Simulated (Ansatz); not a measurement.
```sh
ansatz run in.yaml --threads 2 --pin off --events-out ev --progress --plain --max-ram 4352MiB
```

```yaml
crystal:
  periodic: [false, false, false]
  atoms:
    - {symbol: O, position_ang: [-0.146811, -0.970248, 0.830330]}
    - {symbol: Si, position_ang: [0.430375, 0.574668, 0.660060]}
    - {symbol: H, position_ang: [-0.639099, 1.547950, 0.321988]}
    - {symbol: H, position_ang: [0.942805, 0.822865, 2.040517]}
    - {symbol: H, position_ang: [1.536633, 0.663601, -0.326665]}
basis:
  gaussian: {orbitals: def2-TZVP}
magnetization: {spin_polarized: true, initial_magnetization: 1}
hamiltonian: {xc: pbe0, dispersion: d4}
relax: {f_tol: 0.005, max_steps: 200}
```

Work out the structure from the coordinates.

Formula H₃OSi. It is an open-shell species. Coordination: 1 Si tetrahedral.

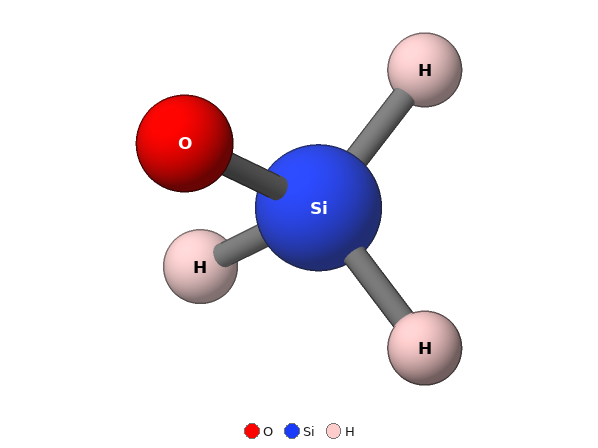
